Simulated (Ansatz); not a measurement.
# Molecular dynamics of BH3O2F (part 3 of 4)

BH3O2F, multiplicity 2; UHF/def2-SVP (Ansatz 0.2.0). It belongs to a series of runs on one base structure; here: dynamics from the highest image of the converged band.

Geometry of the input (Å):
```
B  -0.1101  -0.2548  -0.0245
H  -0.0063  -0.0447  1.3703
O  0.9682  -0.1725  -0.7909
H  1.7682  0.0548  -0.3419
F  -1.2688  -0.5821  -0.5332
O  0.2464  -0.1266  2.5462
H  -0.5131  -0.6272  2.8262
```

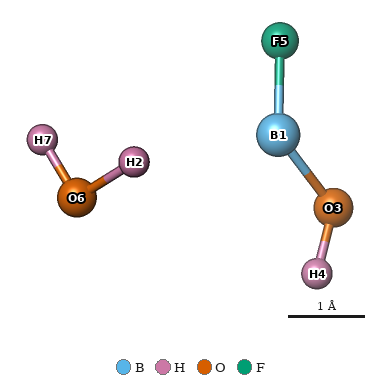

Fig. 1: The geometry at step 77 of the log (ball-and-stick view, seen at an oblique angle; atoms are numbered from 1 in the order of the input).

## Trajectory as extended XYZ, continued
```
7
Properties=species:S:1:pos:R:3:forces:R:3 step=20 time_fs=10.0 energy=-7494.11528 temperature=707.8
B    -0.1005   -0.2912   -0.0570   -0.0918   0.3945  -0.0817
H     0.1655    0.0660    1.6238   -0.3659   0.2483  -0.5027
O     0.9688   -0.1648   -0.7938    0.3026  -0.2349  -1.2593
H     1.7626    0.0648   -0.3563    0.4953   0.1219   0.3042
F    -1.2694   -0.5734   -0.5159   -0.7923  -0.3768  -0.5896
O     0.2298   -0.1247    2.5401    0.2930  -0.3350   2.2719
H    -0.5173   -0.6708    2.7536    0.1591   0.1820  -0.1428
7
Properties=species:S:1:pos:R:3:forces:R:3 step=23 time_fs=11.5 energy=-7493.92827 temperature=431.9
B    -0.1033   -0.2951   -0.0630    0.4399   0.7537   0.1498
H     0.1748    0.1278    1.5304   -0.4702  -0.9876   3.1346
O     0.9733   -0.1639   -0.7994    0.3502  -0.2623  -0.8984
H     1.7696    0.0672   -0.3525    0.1167   0.0170   0.1088
F    -1.2716   -0.5732   -0.5149   -0.8362  -0.4468  -0.5600
O     0.2286   -0.1269    2.5539    0.5118   0.8544  -1.6131
H    -0.5147   -0.6761    2.7584   -0.1122   0.0716  -0.3216
7
Properties=species:S:1:pos:R:3:forces:R:3 step=27 time_fs=13.5 energy=-7493.75961 temperature=173.6
B    -0.1056   -0.2980   -0.0706    0.9093   1.0370   0.2815
H     0.1712    0.1773    1.5056   -0.5275  -1.4308   3.4821
O     0.9801   -0.1633   -0.8085    0.5339  -0.2042  -0.3342
H     1.7805    0.0704   -0.3450   -0.4921  -0.1564  -0.2299
F    -1.2759   -0.5737   -0.5145   -0.7949  -0.4823  -0.5635
O     0.2280   -0.1281    2.5691    0.6145   1.2265  -2.2996
H    -0.5154   -0.6810    2.7542   -0.2432   0.0102  -0.3365
7
Properties=species:S:1:pos:R:3:forces:R:3 step=30 time_fs=15.0 energy=-7493.99618 temperature=537.1
B    -0.1052   -0.2977   -0.0757    0.9002   0.8475  -0.0940
H     0.1556    0.1797    1.5740   -0.2627  -1.1720   3.2864
O     0.9860   -0.1632   -0.8160    0.1209  -0.2281  -0.2212
H     1.7784    0.0695   -0.3441   -0.3265  -0.1166  -0.1667
F    -1.2802   -0.5748   -0.5150   -0.6623  -0.4328  -0.6146
O     0.2285   -0.1270    2.5769    0.2022   0.9365  -1.9520
H    -0.5214   -0.6842    2.7427    0.0282   0.1655  -0.2378
7
Properties=species:S:1:pos:R:3:forces:R:3 step=33 time_fs=16.5 energy=-7494.22897 temperature=880.6
B    -0.1031   -0.2958   -0.0810    0.7379   0.5611  -0.3566
H     0.1341    0.1593    1.7067   -0.2471   0.6043  -1.1149
O     0.9920   -0.1634   -0.8238   -0.5831  -0.3203  -0.4059
H     1.7698    0.0662   -0.3464    0.2054   0.0315   0.1166
F    -1.2853   -0.5763   -0.5162   -0.4418  -0.3352  -0.6590
O     0.2294   -0.1249    2.5825    0.0562  -0.7469   2.3551
H    -0.5269   -0.6840    2.7264    0.2725   0.2055   0.0647
7
Properties=species:S:1:pos:R:3:forces:R:3 step=37 time_fs=18.5 energy=-7493.96430 temperature=490.4
B    -0.0981   -0.2916   -0.0890    0.3574   0.4058  -0.4485
H     0.0916    0.1677    1.8063   -0.8644   3.0625  -6.7806
O     0.9987   -0.1643   -0.8351   -0.9093  -0.3636  -0.3852
H     1.7658    0.0631   -0.3453    0.4045   0.0878   0.1944
F    -1.2928   -0.5789   -0.5189    0.0490  -0.2032  -0.5428
O     0.2310   -0.1244    2.5973    0.9351  -2.7814   7.4114
H    -0.5263   -0.6785    2.7087    0.0277  -0.2078   0.5513
7
Properties=species:S:1:pos:R:3:forces:R:3 step=40 time_fs=20.0 energy=-7494.28122 temperature=966.6
B    -0.0934   -0.2874   -0.0962   -0.0545   0.4455  -0.5701
H     0.0425    0.2395    1.7354    0.5257  -0.1399   1.3070
O     1.0024   -0.1655   -0.8442   -0.4823  -0.2826   0.0393
H     1.7721    0.0626   -0.3401   -0.0466  -0.0428  -0.1378
F    -1.2984   -0.5811   -0.5217    0.5016  -0.1350  -0.3611
O     0.2334   -0.1279    2.6186   -0.2158   0.5567  -0.8209
H    -0.5244   -0.6784    2.7078   -0.2280  -0.4018   0.5435
7
Properties=species:S:1:pos:R:3:forces:R:3 step=43 time_fs=21.5 energy=-7493.97373 temperature=504.3
B    -0.0889   -0.2823   -0.1044   -0.4724   0.5524  -0.4861
H     0.0029    0.3118    1.6813    1.0871  -1.7095   3.8554
O     1.0054   -0.1672   -0.8532   -0.1213  -0.2351   0.3689
H     1.7775    0.0614   -0.3377   -0.3926  -0.1372  -0.4025
F    -1.3034   -0.5835   -0.5249    0.9170  -0.0739  -0.1969
O     0.2355   -0.1308    2.6396   -1.0027   1.7810  -3.5106
H    -0.5265   -0.6861    2.7183   -0.0152  -0.1776   0.3716
7
Properties=species:S:1:pos:R:3:forces:R:3 step=47 time_fs=23.5 energy=-7494.02743 temperature=587.7
B    -0.0844   -0.2738   -0.1168   -0.8739   0.4136  -0.4425
H    -0.0140    0.3519    1.7352    1.1482  -1.9481   3.8702
O     1.0091   -0.1699   -0.8645   -0.3619  -0.3126   0.1320
H     1.7732    0.0556   -0.3471   -0.0808  -0.0420  -0.2337
F    -1.3084   -0.5868   -0.5295    1.2467   0.0274  -0.1344
O     0.2362   -0.1312    2.6604   -1.5607   1.6382  -3.4235
H    -0.5279   -0.7009    2.7443    0.4824   0.2235   0.2319
7
Properties=species:S:1:pos:R:3:forces:R:3 step=50 time_fs=25.0 energy=-7494.39152 temperature=1133.1
B    -0.0830   -0.2664   -0.1272   -0.9942   0.2205  -0.3451
H     0.0010    0.3358    1.8688    0.2754  -0.0376   0.5634
O     1.0114   -0.1724   -0.8728   -0.7927  -0.4141  -0.3239
H     1.7673    0.0499   -0.3603    0.4008   0.1025   0.0876
F    -1.3106   -0.5892   -0.5331    1.3210   0.0936  -0.1848
O     0.2343   -0.1289    2.6707   -0.6607  -0.1343  -0.0346
H    -0.5184   -0.7077    2.7701    0.4505   0.1694   0.2374
7
Properties=species:S:1:pos:R:3:forces:R:3 step=53 time_fs=26.5 energy=-7494.02650 temperature=595.1
B    -0.0835   -0.2586   -0.1382   -0.9856   0.1769  -0.1062
H     0.0186    0.3259    2.0043   -2.1230   5.0126  -7.0608
O     1.0126   -0.1755   -0.8814   -0.8193  -0.4234  -0.4687
H     1.7692    0.0463   -0.3721    0.4330   0.1246   0.1396
F    -1.3112   -0.5915   -0.5370    1.3108   0.1168  -0.2438
O     0.2319   -0.1273    2.6817    2.1740  -4.8547   7.5098
H    -0.4999   -0.7113    2.8010    0.0100  -0.1528   0.2300
7
Properties=species:S:1:pos:R:3:forces:R:3 step=57 time_fs=28.5 energy=-7494.46156 temperature=1240.0
B    -0.0873   -0.2476   -0.1533   -0.7890   0.3191   0.0609
H    -0.0154    0.4477    1.9998   -0.1699  -0.3212   0.3572
O     1.0126   -0.1804   -0.8939   -0.2323  -0.3118  -0.1141
H     1.7834    0.0449   -0.3849   -0.2174  -0.0424  -0.2235
F    -1.3098   -0.5945   -0.5426    1.1827   0.0611  -0.3069
O     0.2325   -0.1332    2.7090    0.9208   0.6517   0.2487
H    -0.4776   -0.7220    2.8489   -0.6949  -0.3563  -0.0223
7
Properties=species:S:1:pos:R:3:forces:R:3 step=60 time_fs=30.0 energy=-7494.13086 temperature=747.6
B    -0.0920   -0.2386   -0.1644   -0.5018   0.4729   0.1614
H    -0.0539    0.5535    1.9742    0.8982  -3.4847   3.5617
O     1.0121   -0.1846   -0.9034   -0.0866  -0.3008   0.0487
H     1.7906    0.0433   -0.3990   -0.4627  -0.0956  -0.3288
F    -1.3071   -0.5966   -0.5471    0.9971  -0.0106  -0.3617
O     0.2348   -0.1381    2.7317   -0.4169   3.2860  -2.8023
H    -0.4756   -0.7378    2.8848   -0.4273   0.1329  -0.2790
7
Properties=species:S:1:pos:R:3:forces:R:3 step=63 time_fs=31.5 energy=-7494.09393 temperature=692.0
B    -0.0976   -0.2286   -0.1752   -0.1150   0.5588   0.2526
H    -0.0743    0.5884    2.0206    1.0426  -3.8269   3.5919
O     1.0115   -0.1893   -0.9130   -0.4810  -0.4089  -0.1160
H     1.7886    0.0398   -0.4195   -0.1844   0.0037  -0.1086
F    -1.3033   -0.5987   -0.5522    0.7272  -0.0872  -0.4511
O     0.2366   -0.1389    2.7510   -1.2277   3.0002  -2.7187
H    -0.4823   -0.7504    2.9149    0.2382   0.7602  -0.4503
7
Properties=species:S:1:pos:R:3:forces:R:3 step=67 time_fs=33.5 energy=-7494.53895 temperature=1357.5
B    -0.1054   -0.2136   -0.1889    0.4265   0.6049   0.3718
H    -0.0711    0.5199    2.1902   -0.6145   0.5924  -0.5936
O     1.0095   -0.1964   -0.9260   -1.1526  -0.5685  -0.4337
H     1.7821    0.0361   -0.4492    0.3588   0.1901   0.2672
F    -1.2970   -0.6017   -0.5596    0.3147  -0.1897  -0.5806
O     0.2367   -0.1343    2.7717    0.2443  -1.2733   1.2469
H    -0.4829   -0.7427    2.9406    0.4227   0.6441  -0.2780
7
Properties=species:S:1:pos:R:3:forces:R:3 step=70 time_fs=35.0 energy=-7494.15123 temperature=791.9
B    -0.1104   -0.2010   -0.1982    0.7257   0.6490   0.4278
H    -0.0833    0.4782    2.3095   -3.4573   6.8327  -5.2991
O     1.0063   -0.2026   -0.9364   -1.0081  -0.5059  -0.2892
H     1.7842    0.0375   -0.4660    0.1748   0.1521   0.1755
F    -1.2918   -0.6042   -0.5660    0.0530  -0.2608  -0.6274
O     0.2371   -0.1325    2.7888    3.7867  -6.5210   5.4654
H    -0.4739   -0.7213    2.9527   -0.2748  -0.3461   0.1470
7
Properties=species:S:1:pos:R:3:forces:R:3 step=73 time_fs=36.5 energy=-7494.58205 temperature=1424.9
B    -0.1139   -0.1870   -0.2068    0.8641   0.6901   0.3895
H    -0.1563    0.5567    2.3356   -0.1446   0.7957  -0.4585
O     1.0018   -0.2095   -0.9472   -0.4696  -0.3380   0.0643
H     1.7895    0.0419   -0.4793   -0.3312   0.0019  -0.1179
F    -1.2865   -0.6070   -0.5731   -0.1186  -0.3156  -0.6103
O     0.2418   -0.1379    2.8120    1.1133   0.2046   0.3568
H    -0.4709   -0.7069    2.9677   -0.9134  -1.0387   0.3762
7
Properties=species:S:1:pos:R:3:forces:R:3 step=77 time_fs=38.5 energy=-7494.21267 temperature=875.2
B    -0.1160   -0.1663   -0.2170    0.7719   0.6356   0.2560
H    -0.2528    0.6793    2.3575    2.6314  -3.9166   2.3628
O     0.9948   -0.2193   -0.9614   -0.2024  -0.2393   0.2409
H     1.7855    0.0478   -0.5012   -0.4519  -0.0462  -0.2195
F    -1.2797   -0.6113   -0.5836   -0.1688  -0.3070  -0.4966
O     0.2498   -0.1444    2.8436   -2.8113   3.9667  -2.2325
H    -0.4918   -0.7173    2.9987    0.2312  -0.0932   0.0889
7
Properties=species:S:1:pos:R:3:forces:R:3 step=80 time_fs=40.0 energy=-7494.27885 temperature=976.7
B    -0.1157   -0.1492   -0.2240    0.5175   0.4895   0.1139
H    -0.2654    0.6836    2.4273    2.6292  -3.7132   2.0140
O     0.9892   -0.2271   -0.9717   -0.5040  -0.3224   0.0684
H     1.7718    0.0514   -0.5228    0.0268   0.1010  -0.0057
F    -1.2748   -0.6149   -0.5922   -0.0843  -0.2273  -0.3567
O     0.2519   -0.1435    2.8641   -3.7626   3.0965  -1.7365
H    -0.5050   -0.7304    3.0250    1.1774   0.5760  -0.0974
7
Properties=species:S:1:pos:R:3:forces:R:3 step=83 time_fs=41.5 energy=-7494.64715 temperature=1527.6
B    -0.1144   -0.1312   -0.2308    0.1597   0.2824  -0.0428
H    -0.2244    0.6130    2.5380    0.5545  -0.0365   0.0717
O     0.9829   -0.2353   -0.9819   -0.6967  -0.3753  -0.0650
H     1.7585    0.0570   -0.5445    0.4383   0.2312   0.1520
F    -1.2700   -0.6187   -0.6011    0.0622  -0.1006  -0.1853
O     0.2492   -0.1387    2.8824   -1.6056  -0.3317   0.0998
H    -0.4947   -0.7326    3.0497    1.0876   0.3304  -0.0303
7
Properties=species:S:1:pos:R:3:forces:R:3 step=87 time_fs=43.5 energy=-7494.28388 temperature=992.9
B    -0.1123   -0.1063   -0.2400   -0.3466  -0.0061  -0.2537
H    -0.1762    0.5594    2.6730   -3.9306   7.5067  -2.5321
O     0.9732   -0.2470   -0.9955   -0.0517  -0.1197   0.2037
H     1.7537    0.0716   -0.5696    0.1073   0.0727  -0.1050
F    -1.2635   -0.6240   -0.6134    0.2616   0.0904   0.0578
O     0.2442   -0.1352    2.9078    4.3938  -6.5570   2.3239
H    -0.4505   -0.7298    3.0829   -0.4338  -0.9871   0.3054
7
Properties=species:S:1:pos:R:3:forces:R:3 step=90 time_fs=45.0 energy=-7494.67609 temperature=1572.9
B    -0.1114   -0.0877   -0.2475   -0.6505  -0.1980  -0.4160
H    -0.2167    0.6690    2.7222    0.3417  -0.4785   0.1165
O     0.9658   -0.2560   -1.0055    0.5779   0.1509   0.4751
H     1.7537    0.0847   -0.5904   -0.3143  -0.1347  -0.3570
F    -1.2583   -0.6279   -0.6225    0.3627   0.2199   0.2275
O     0.2457   -0.1407    2.9300    0.7613   1.5107  -0.3685
H    -0.4237   -0.7481    3.1144   -1.0789  -1.0703   0.3225
7
Properties=species:S:1:pos:R:3:forces:R:3 step=93 time_fs=46.5 energy=-7494.33619 temperature=1064.8
B    -0.1119   -0.0694   -0.2559   -0.8349  -0.3787  -0.5744
H    -0.2556    0.7778    2.7699    2.1421  -4.5301   0.9171
O     0.9590   -0.2648   -1.0149    0.6988   0.2456   0.5190
H     1.7477    0.0952   -0.6185   -0.2835  -0.1579  -0.3566
F    -1.2526   -0.6316   -0.6314    0.4008   0.3285   0.3693
O     0.2484   -0.1451    2.9519   -1.9123   4.2492  -0.8355
H    -0.4174   -0.7870    3.1522   -0.2110   0.2434  -0.0388
7
Properties=species:S:1:pos:R:3:forces:R:3 step=97 time_fs=48.5 energy=-7494.38715 temperature=1142.2
B    -0.1150   -0.0462   -0.2688   -0.8608  -0.5857  -0.7655
H    -0.2393    0.7771    2.8618    1.7230  -4.2009   0.6004
O     0.9514   -0.2761   -1.0263    0.1730   0.0981   0.3210
H     1.7329    0.1052   -0.6665    0.3415   0.1016  -0.0680
F    -1.2444   -0.6358   -0.6426    0.3329   0.4205   0.5013
O     0.2481   -0.1424    2.9795   -2.5271   2.6328  -0.1840
H    -0.4125   -0.8266    3.2000    0.8175   1.5336  -0.4052
7
Properties=species:S:1:pos:R:3:forces:R:3 step=100 time_fs=50.0 energy=-7494.64493 temperature=1521.7
B    -0.1194   -0.0302   -0.2803   -0.7173  -0.6785  -0.8633
H    -0.1856    0.6757    2.9463   -1.0634   1.2265  -0.0144
O     0.9461   -0.2844   -1.0343    0.0290   0.0991   0.2987
H     1.7284    0.1143   -0.7052    0.4965   0.1803   0.0175
F    -1.2378   -0.6384   -0.6503    0.1810   0.4306   0.5507
O     0.2441   -0.1364    2.9999    0.6187  -2.2670   0.2576
H    -0.3916   -0.8219    3.2269    0.4555   1.0090  -0.2467
7
Properties=species:S:1:pos:R:3:forces:R:3 step=103 time_fs=51.5 energy=-7494.25349 temperature=948.5
B    -0.1252   -0.0155   -0.2935   -0.4625  -0.6881  -0.9015
H    -0.1580    0.6073    3.0319   -4.4225   7.9401   0.1427
O     0.9408   -0.2925   -1.0419    0.4441   0.3597   0.4529
H     1.7336    0.1268   -0.7438    0.0636  -0.0217  -0.0958
F    -1.2310   -0.6406   -0.6574   -0.0550   0.3791   0.5572
O     0.2413   -0.1336    3.0204    5.2500  -7.2358  -0.4429
H    -0.3624   -0.7977    3.2492   -0.8178  -0.7334   0.2873
7
Properties=species:S:1:pos:R:3:forces:R:3 step=107 time_fs=53.5 energy=-7494.60488 temperature=1467.8
B    -0.1342    0.0019   -0.3138   -0.0204  -0.5831  -0.8658
H    -0.2326    0.7133    3.1498    0.9837  -1.8906  -0.2193
O     0.9349   -0.3025   -1.0511    0.9411   0.6583   0.5414
H     1.7406    0.1419   -0.7988   -0.4687  -0.2735  -0.1580
F    -1.2221   -0.6428   -0.6659   -0.4603   0.2252   0.5133
O     0.2464   -0.1408    3.0469    0.2881   3.1401  -0.3114
H    -0.3532   -0.7921    3.2895   -1.2636  -1.2763   0.4997
7
Properties=species:S:1:pos:R:3:forces:R:3 step=110 time_fs=55.0 energy=-7494.26013 temperature=947.9
B    -0.1411    0.0136   -0.3312    0.3239  -0.4564  -0.8010
H    -0.2817    0.7783    3.2344    2.5512  -4.5375  -0.8166
O     0.9318   -0.3090   -1.0571    0.7100   0.5430   0.3990
H     1.7360    0.1472   -0.8436   -0.2575  -0.1344  -0.0136
F    -1.2160   -0.6442   -0.6715   -0.7833   0.0724   0.4582
O     0.2517   -0.1434    3.0663   -2.9294   4.0020   0.9472
H    -0.3755   -0.8175    3.3311    0.3851   0.5109  -0.1732
7
Properties=species:S:1:pos:R:3:forces:R:3 step=113 time_fs=56.5 energy=-7494.30190 temperature=1012.0
B    -0.1474    0.0244   -0.3501    0.6174  -0.3149  -0.7163
H    -0.2783    0.7502    3.3021    2.4261  -3.9594  -1.0027
O     0.9297   -0.3148   -1.0626    0.2074   0.2415   0.2001
H     1.7263    0.1500   -0.8888    0.2486   0.1788   0.1635
F    -1.2107   -0.6454   -0.6767   -1.0787  -0.0836   0.4024
O     0.2532   -0.1408    3.0868   -3.8460   2.5045   1.5856
H    -0.3907   -0.8335    3.3695    1.4253   1.4330  -0.6326
7
Properties=species:S:1:pos:R:3:forces:R:3 step=117 time_fs=58.5 energy=-7494.54013 temperature=1361.5
B    -0.1538    0.0379   -0.3775    0.8305  -0.1275  -0.5739
H    -0.2044    0.6028    3.3638   -1.3791   3.2016   0.7580
O     0.9273   -0.3220   -1.0695    0.2614   0.1664   0.0584
H     1.7214    0.1596   -0.9434    0.2709   0.2304   0.2165
F    -1.2057   -0.6473   -0.6828   -1.3667  -0.2509   0.3501
O     0.2481   -0.1331    3.1172    0.6284  -3.3384  -0.4300
H    -0.3668   -0.8126    3.4008    0.7545   0.1184  -0.3791
7
Properties=species:S:1:pos:R:3:forces:R:3 step=120 time_fs=60.0 energy=-7494.23418 temperature=912.9
B    -0.1567    0.0476   -0.3995    0.8069  -0.0170  -0.4572
H    -0.1731    0.5529    3.4255   -3.4518   7.0537   2.4415
O     0.9259   -0.3271   -1.0746    0.8894   0.4092  -0.0098
H     1.7243    0.1723   -0.9791   -0.2411  -0.0627   0.1805
F    -1.2038   -0.6490   -0.6870   -1.4586  -0.3131   0.3383
O     0.2446   -0.1315    3.1395    4.3039  -5.0667  -2.8148
H    -0.3292   -0.7918    3.4146   -0.8487  -2.0034   0.3214
7
Properties=species:S:1:pos:R:3:forces:R:3 step=123 time_fs=61.5 energy=-7494.57983 temperature=1426.2
B    -0.1580    0.0574   -0.4223    0.6291   0.0284  -0.3562
H    -0.2032    0.6316    3.5299    0.7118  -0.5024  -0.5333
O     0.9257   -0.3317   -1.0797    1.2773   0.5112  -0.1212
H     1.7224    0.1839   -1.0108   -0.4907  -0.2249   0.1840
F    -1.2034   -0.6510   -0.6907   -1.4188  -0.3002   0.3518
O     0.2459   -0.1356    3.1587    0.3587   2.3793   0.0204
H    -0.3075   -0.8102    3.4343   -1.0673  -1.8915   0.4544
7
Properties=species:S:1:pos:R:3:forces:R:3 step=127 time_fs=63.5 energy=-7494.20823 temperature=868.6
B    -0.1579    0.0704   -0.4539    0.2214  -0.0510  -0.2801
H    -0.2210    0.7178    3.6493    2.2423  -4.2411  -2.2685
O     0.9281   -0.3368   -1.0868    0.9330   0.1572  -0.2687
H     1.7058    0.1932   -1.0468    0.0147   0.0684   0.2193
F    -1.2055   -0.6543   -0.6951   -1.1719  -0.1629   0.3965
O     0.2480   -0.1367    3.1847   -3.0180   3.0577   2.6001
H    -0.3050   -0.8840    3.4715    0.7785   1.1717  -0.3987
7
Properties=species:S:1:pos:R:3:forces:R:3 step=130 time_fs=65.0 energy=-7494.36405 temperature=1106.1
B    -0.1573    0.0800   -0.4783   -0.1353  -0.1922  -0.2588
H    -0.1815    0.6849    3.6862    1.5841  -3.4511  -1.8719
O     0.9314   -0.3404   -1.0926    0.5681  -0.1385  -0.3171
H     1.6924    0.2011   -1.0684    0.4564   0.3374   0.2137
F    -1.2086   -0.6570   -0.6978   -0.8915   0.0026   0.4324
O     0.2453   -0.1328    3.2079   -2.7619   1.3852   2.3868
H    -0.2893   -0.9188    3.4921    1.1802   2.0565  -0.5850
```
